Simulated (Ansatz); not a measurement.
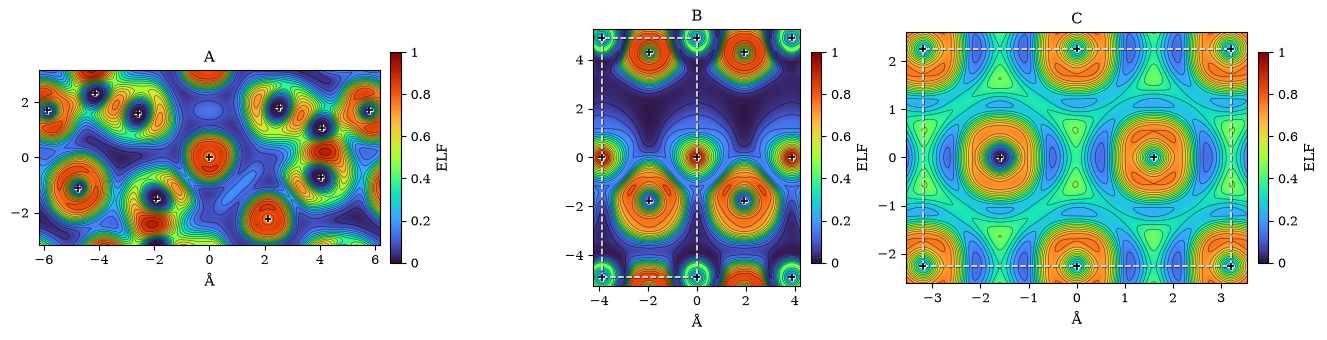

The electron localisation function of 3 systems, each on a plane through atoms (crosses mark nuclei in the plane).

The calculation used DFT PBE, scalar-relativistic, plane waves, PAW (Ansatz 0.2.0).

System 1: Mg3CdSe2O2, the (100) plane of the conventional cell. Space group P-4m2; a generated structure, not necessarily the stable one.

```
Mg Cd Se O
1.0
     3.88983    0.00000    0.00000
     0.00000    3.88983    0.00000
     0.00000    0.00000    9.81374
Mg Cd Se O
3 1 2 2
Direct
  0.00000 0.00000 0.00000
  0.50000 0.50000 0.84751
  0.50000 0.50000 0.15249
  0.00000 0.00000 0.50000
  0.50000 0.00000 0.67989
  0.00000 0.50000 0.32011
  0.50000 0.00000 0.06235
  0.00000 0.50000 0.93765
```

System 2: Mo3W, the (110) plane of the conventional cell. Space group P4/mmm; a generated structure, not necessarily the stable one; changed on purpose from its base cell (volume × 1.03, shape and atoms relaxed); computed pressure about −7 GPa in this cell; computed without spin polarisation.

```
Mo W
1.0
     3.19691    0.00000    0.00000
     0.00000    3.19691    0.00000
     0.00000    0.00000    6.39534
Mo W
3 1
Direct
  0.50000 0.50000 0.74964
  0.00000 0.00000 0.50000
  0.50000 0.50000 0.25036
  0.00000 0.00000 0.00000
```

System 3: HfB3N, the (010) plane of the conventional cell. Space group C2/m; a generated structure, not necessarily the stable one.

```cif
data_structure
_symmetry_space_group_name_H-M 'P 1'
_symmetry_Int_Tables_number 1
_cell_length_a 11.6609
_cell_length_b 2.9984
_cell_length_c 6.0471
_cell_angle_alpha 90.000
_cell_angle_beta 111.401
_cell_angle_gamma 90.000
_cell_volume 196.85
loop_
_atom_site_label
_atom_site_type_symbol
_atom_site_fract_x
_atom_site_fract_y
_atom_site_fract_z
_atom_site_occupancy
Hf1 Hf 0.44624 0.00000 0.19690 1
Hf2 Hf 0.94624 0.50000 0.19690 1
Hf3 Hf 0.05376 0.50000 0.80310 1
Hf4 Hf 0.55376 0.00000 0.80310 1
B1 B 0.26837 0.50000 0.06905 1
B2 B 0.76837 0.00000 0.06905 1
B3 B 0.23163 0.00000 0.93095 1
B4 B 0.73163 0.50000 0.93095 1
B5 B 0.27787 0.00000 0.48000 1
B6 B 0.77787 0.50000 0.48000 1
B7 B 0.22213 0.50000 0.52000 1
B8 B 0.72213 0.00000 0.52000 1
B9 B 0.16872 0.00000 0.61131 1
B10 B 0.66872 0.50000 0.61131 1
B11 B 0.33128 0.50000 0.38869 1
B12 B 0.83128 0.00000 0.38869 1
N1 N 0.00000 0.00000 0.50000 1
N2 N 0.50000 0.50000 0.50000 1
N3 N 0.00000 0.00000 0.00000 1
N4 N 0.50000 0.50000 0.00000 1
```

Q: Which map belongs to which system?

A: Panel A is system 3, HfB3N: the plane holds Hf, B and N. Hf–B (2.43 Å): the ELF peaks at about 0.70 in the valence shell of B, 0.8 Å from its nucleus, and is about 0.25 at the midpoint. Panel B is system 1, Mg3CdSe2O2: the plane holds Mg, Cd, Se and O. Mg–O (2.04 Å): the ELF peaks at about 0.85 in the valence shell of O, 0.7 Å from its nucleus, and is about 0.35 at the midpoint; a closed-shell, largely ionic contact. Panel C is system 2, Mo3W: the plane holds Mo and W. Mo–Mo (2.77 Å): the ELF is about 0.30 at the midpoint.
